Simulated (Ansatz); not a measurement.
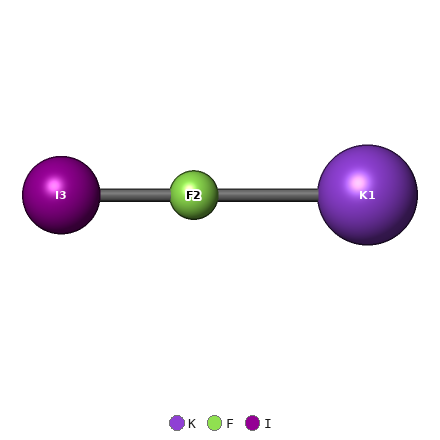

The system is K⁺ + FI; the picture shows the reference structure. Coordinates scanned: (1) distance K1–F2; (2) distance F2–I3. Nothing is relaxed (the angle K1–F2–I3 is fixed at 180 degrees). The scan uses a 16 × 16 grid. Points are written as (first, second). Energies: kcal/mol, counted from K with charge +1 far from the relaxed FI (each part in its own basis). The reference is spin-restricted, so regions where a bond is pulled apart into radicals lie too high. Method: Ansatz 0.2.0, RKS PBE0-D4/def2-TZVPD.

Its coordinates:

```xyz
3

K    -2.5900    0.0000    0.0000
F     0.0000    0.0000    0.0000
I     1.9760    0.0000    0.0000
```

Range: distance K1–F2 from 2.104 to 3.704 Å; distance F2–I3 from 1.592 to 3.192 Å.

**What landscape does the calculation give?**

The lowest grid point is at (2.590 Å, 1.976 Å), −13 kcal/mol from K with charge +1 far from the relaxed FI (each part in its own basis). It is the only kind of minimum in the scanned range. The highest grid point, (3.704 Å, 3.192 Å), lies 84 kcal/mol above the lowest.

| distance F2–I3 ↓, distance K1–F2 → | 2.104 | 2.221 | 2.391 | 2.590 | 2.811 | 3.048 | 3.301 | 3.567 |
| --- | --- | --- | --- | --- | --- | --- | --- | --- |
| 3.192 | 63 | 60 | 58 | 59 | 62 | 64 | 67 | 70 |
| 2.920 | 51 | 47 | 46 | 47 | 49 | 51 | 54 | 56 |
| 2.661 | 36 | 32 | 30 | 31 | 33 | 35 | 37 | 39 |
| 2.416 | 19 | 15 | 13 | 13 | 15 | 17 | 19 | 21 |
| 2.186 | 4 | −1 | −4 | −4 | −2 | −1 | 1 | 3 |
| 1.976 | −4 | −9 | −12 | −13 | −12 | −11 | −10 | −8 |
| 1.789 | 5 | −1 | −4 | −5 | −5 | −4 | −3 | −2 |
| 1.639 | 39 | 33 | 29 | 27 | 27 | 27 | 27 | 28 |

The table holds every second grid line.

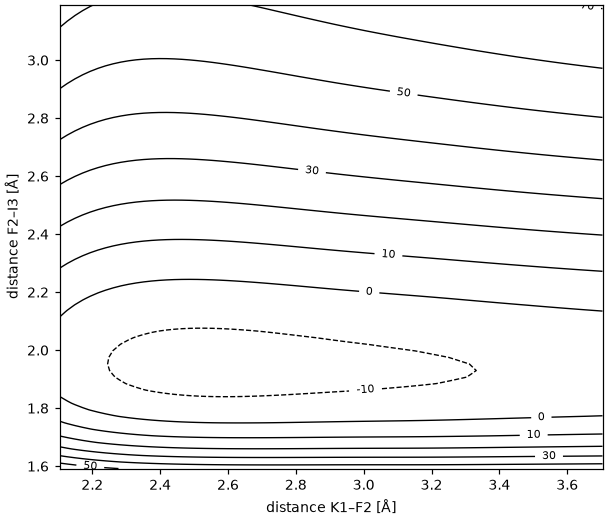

Drawn: contour lines labelled in kcal/mol. Between grid points the surface is interpolated.

Each point was launched as `ansatz run input.yaml --threads 1 --pin off --max-ram 2560MiB --backend cpu --events-out ev --progress --plain --runs-dir out`. Time for the 256 points that were run: 66 min on 1 thread of Arm Neoverse N1, with other jobs on the host.
